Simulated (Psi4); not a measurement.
# One shape, several levels: C2H2ClO− (SMILES [O-]/C=C/Cl)

We compute a comparison of 3 runs (HF/STO-3G, B3LYP/6-31G*, TPSSh/def2-SVPD) of C2H2ClO−. 

The calculation is run with Psi4 1.11.

3 further runs of the same task are left out: 1 that didn't finish, 2 set aside as unsound or not needed.

### Step 1. The structure to begin with

The species is C2H2ClO− (6 atoms), meant as a singlet with charge -1. As SMILES, `[O-]/C=C/Cl`. The C2–H5 distance was set to 2.020 Å, away from the relaxed value. At this shape a bond of the SMILES string is far longer than usual.

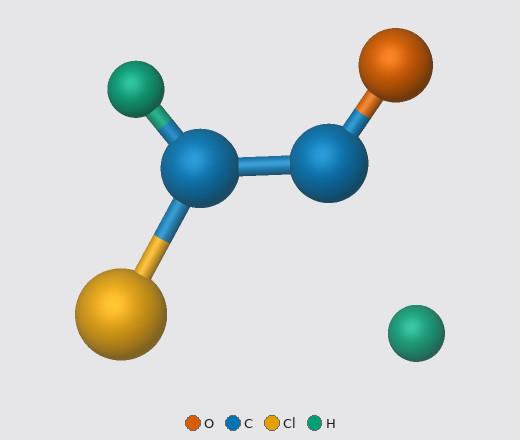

Viewed from a chosen angle; oxygen orange, carbon blue, chlorine amber, hydrogen teal.

### Step 2. Energy and gradient at HF/STO-3G (run 1)

c2h2clo.xyz reads:

```xyz
6
C2H2ClO
O      1.866978     0.213084     1.192701
C      0.739708     0.141884     0.641591
C     -0.452472     0.454894     1.201161
Cl    -1.943292     0.296824     0.284311
H      0.636570    -0.498150    -1.271130
H     -0.618302     0.813724     2.201771
```

calc.py reads:

```python
import psi4

psi4.set_memory('1600 MB')
psi4.set_num_threads(1)
psi4.core.set_output_file('output.dat', False)

with open('c2h2clo.xyz') as f:
    atoms = ''.join(f.readlines()[2:])
molecule = psi4.geometry('-1 1\n' + atoms + 'symmetry c1\nno_reorient\nno_com')

psi4.set_options({
    'puream': True,
    'e_convergence': 1e-09,
    'd_convergence': 1e-08,
    'scf_type': 'pk',
})

result, w = psi4.gradient('hf/STO-3G', molecule=molecule, return_wfn=True)
psi4.oeprop(w, 'DIPOLE', 'MAYER_INDICES', 'QUADRUPOLE', title='HF')
print('gradient / Eh bohr^-1')
print(result.np.round(6))
print(f'energy = {w.energy():.10f} Eh')
```

The run is started by

```bash
$ python calc.py
```

output.dat:

```text
[...]
  Running in c1 symmetry.
[...]
  Nuclear repulsion =  131.079667662671653
[...]
  Multiplicity = 1
[...]
  Nalpha       = 20
  Nbeta        = 20
[...]
    Number of basis functions: 26
[...]
   @RHF iter   1:  -603.89954100375371   -1.94048e+00   1.49089e-02 DIIS/ADIIS
[...]
   @RHF iter  12:  -604.01340004251369   -8.07177e-12   8.18230e-09 DIIS
[...]
    Orbital Energies [Eh]
    ---------------------
    Doubly Occupied:
       1A   -103.442094     2A    -19.943586     3A    -10.870547
       4A    -10.767257     5A    -10.132129     6A     -7.576050
       7A     -7.571213     8A     -7.571178     9A     -1.036669
      10A     -0.829982    11A     -0.648331    12A     -0.433098
      13A     -0.307054    14A     -0.272043    15A     -0.255245
      16A     -0.189714    17A     -0.179652    18A     -0.167765
      19A      0.010738    20A      0.034314
[...]
  @RHF Final Energy:  -604.01340004251369
   => Energetics <=
    Nuclear Repulsion Energy =            131.0796676626716533
    One-Electron Energy =               -1105.8890221799310893
    Two-Electron Energy =                 370.7959544747456562
    Total Energy =                       -604.0134000425136946
[...]
  -Total Gradient:
     Atom            X                  Y                   Z
    ------   -----------------  -----------------  -----------------
       1        0.027367860152     0.010927107437     0.040468658221
       2       -0.046463252865     0.014318341888     0.027958175302
       3       -0.006234869928     0.003329862317     0.007951395183
       4        0.037360472813     0.001665854747     0.016230727305
       5       -0.005711582452    -0.031676669881    -0.094865665111
       6       -0.006318627699     0.001435503489     0.002256709104
[...]
```

Standard output:

```text
gradient / Eh bohr^-1
[[ 0.027368  0.010927  0.040469]
 [-0.046463  0.014318  0.027958]
 [-0.006235  0.00333   0.007951]
 [ 0.03736   0.001666  0.016231]
 [-0.005712 -0.031677 -0.094866]
 [-0.006319  0.001436  0.002257]]
energy = -604.0134000425 Eh
```

It took 4.5 s on 1 thread of Intel Xeon Platinum 8375C at 2.90GHz (Ice Lake), shared host; peak memory 0.18 GiB.

### Step 3. The energy at B3LYP/6-31G(d) (Cartesian functions) (run 2)

c2h2clo.xyz is that of step 2.

run.py reads:

```python
import psi4

psi4.set_memory(1600000000)
psi4.set_num_threads(1)
psi4.set_output_file('c2h2clo.out', False)

with open('c2h2clo.xyz') as f:
    atoms = ''.join(f.readlines()[2:])
molecule = psi4.geometry('-1 1\n' + atoms + 'symmetry c1\nno_reorient\nno_com')

options = {'reference': 'rks', 'puream': False, 'e_convergence': 1e-09, 'd_convergence': 1e-08, 'scf_type': 'pk', 'dft_radial_points': 99, 'dft_spherical_points': 590}
psi4.set_options(options)

energy_value, wavefunction = psi4.energy('b3lyp/6-31G*', return_wfn=True)
psi4.oeprop(wavefunction, 'QUADRUPOLE', 'WIBERG_LOWDIN_INDICES', 'MULLIKEN_CHARGES')
print(f'total energy {energy_value:.8f} hartree = {energy_value * 27.211386:.5f} eV')
```

The run is started by

```bash
$ python run.py
```

c2h2clo.out:

```text
[...]
  Running in c1 symmetry.
[...]
  Nuclear repulsion =  131.079667662671653
[...]
  Multiplicity = 1
[...]
  Nalpha       = 20
  Nbeta        = 20
[...]
    Number of basis functions: 68
[...]
   @RKS iter   1:  -612.33229439493732   -1.67059e-01   1.23462e-02 ADIIS/DIIS
[...]
   @RKS iter  13:  -612.73664467856986   -1.59162e-12   3.48740e-09 DIIS
[...]
  @RKS Final Energy:  -612.73664467856986
   => Energetics <=
    Nuclear Repulsion Energy =            131.0796676626716533
    One-Electron Energy =               -1111.3821512657209496
    Two-Electron Energy =                 406.7160454857594800
    DFT Exchange-Correlation Energy =     -39.1502065612800934
    Empirical Dispersion Energy =           0.0000000000000000
    VV10 Nonlocal Energy =                  0.0000000000000000
    Total Energy =                       -612.7366446785699736
[...]
 Multipole Moments:
 ------------------------------------------------------------------------------------
     Multipole            Electronic (a.u.)      Nuclear  (a.u.)        Total (a.u.)
 ------------------------------------------------------------------------------------
 L = 1.  Multiply by 2.5417464519 to convert [e a0] to [Debye]
 Dipole X            :         30.2841554          -30.9130017           -0.6288463
 Dipole Y            :        -20.1985816           20.1197667           -0.0788149
 Dipole Z            :        -50.2422741           49.8170508           -0.4252233
 Magnitude           :                                                    0.7632000
 L = 2.  Multiply by 1.3450342976 to convert [e a0^2] to [Debye ang]
 Quadrupole XX       :       -382.2802751          347.7584748          -34.5218003
 Quadrupole XY       :         29.0925445          -28.7426466            0.3498980
[...]
```

On the terminal:

```text
total energy -612.73664468 hartree = -16673.41335 eV
```

Run time: 14 s. Hardware: 1 thread of Intel Xeon Platinum 8375C at 2.90GHz (Ice Lake), shared host; peak memory 0.81 GiB.

### Step 4. Energy and forces at TPSSh/def2-SVPD (run 3)

calc.in reads:

```
memory 1600 MB

molecule {
  -1 1
  O      1.866978     0.213084     1.192701
  C      0.739708     0.141884     0.641591
  C     -0.452472     0.454894     1.201161
  Cl    -1.943292     0.296824     0.284311
  H      0.636570    -0.498150    -1.271130
  H     -0.618302     0.813724     2.201771
  symmetry c1
}

set basis def2-SVPD
set puream true
set e_convergence 1e-09
set d_convergence 1e-08
set scf_type pk
set dft_radial_points 99
set dft_spherical_points 590

energy_value, wavefunction = gradient("tpssh", return_wfn=True)
```

The run is started by

```bash
$ psi4 -i calc.in -o calc.out -n 1
```

calc.out:

```text
[...]
  Running in c1 symmetry.
[...]
  Nuclear repulsion =  131.079667662671653
[...]
  Multiplicity = 1
[...]
  Nalpha       = 20
  Nbeta        = 20
[...]
    Number of basis functions: 106
[...]
   @RKS iter   1:  -612.01178656700415    1.50079e-02   8.75413e-03 ADIIS/DIIS
[...]
   @RKS iter  14:  -612.53819205549541    4.54747e-13   2.22472e-09 DIIS
[...]
  @RKS Final Energy:  -612.53819205549541
   => Energetics <=
    Nuclear Repulsion Energy =            131.0796676626716533
    One-Electron Energy =               -1110.1525028716218912
    Two-Electron Energy =                 410.2955584156126747
    DFT Exchange-Correlation Energy =     -43.7609152621579867
    Empirical Dispersion Energy =           0.0000000000000000
    VV10 Nonlocal Energy =                  0.0000000000000000
    Total Energy =                       -612.5381920554954149
[...]
  -Total Gradient:
     Atom            X                  Y                   Z
    ------   -----------------  -----------------  -----------------
       1        0.026649183959     0.007960805919     0.031535294449
       2       -0.049038463820     0.001871680776    -0.009426500870
       3        0.013811401516     0.007587959206     0.026523519023
       4        0.012927634966    -0.000184816651     0.003378792204
       5        0.000042105479    -0.014814215014    -0.043549146975
       6       -0.004394553880    -0.002419937623    -0.008458459325
[...]
```

It took 84 s on 1 thread of Intel Xeon Platinum 8375C at 2.90GHz (Ice Lake), shared host; peak memory 0.65 GiB.

### Step 5. All runs side by side

```
run                               level      task  Cartesian functions  energy (Eh)  HOMO energy (eV)  LUMO energy (eV)  HOMO–LUMO gap (eV)  wall time
  1                           HF/STO-3G  gradient                   no  -604.013400              0.93             12.36               11.43      4.5 s
  2  B3LYP/6-31G* (Cartesian functions)    energy                  yes  -612.736645              0.07              4.39                4.32       14 s
  3                     TPSSh/def2-SVPD  gradient                   no  -612.538192             -0.24              3.13                3.36       84 s
```

### Step 6. Summary of results

| quantity | value |
| --- | --- |
| run 3: total energy | -612.53819 Eh |
| run 3: HOMO energy | -0.24 eV |
| run 3: LUMO energy | 3.13 eV |
| run 3: HOMO–LUMO gap (to an unbound level, set by the basis) | 3.36 eV |
| run 3: largest force on an atom | 2.570 eV/Å |

In words: The HOMO–LUMO gap runs from 3.36 eV (TPSSh/def2-SVPD) to 11.43 eV (HF/STO-3G). The two ends differ in method and basis. The empty levels of an anion lie above zero and hang on the basis. Totals of different functionals can't be ranked against each other. In runs 1, 2 the HOMO lies above zero, so the outermost electron may be held by the basis alone. In run 1 the basis is minimal, so the values are rough. All runs together took 1.7 min, the longest 84 s.
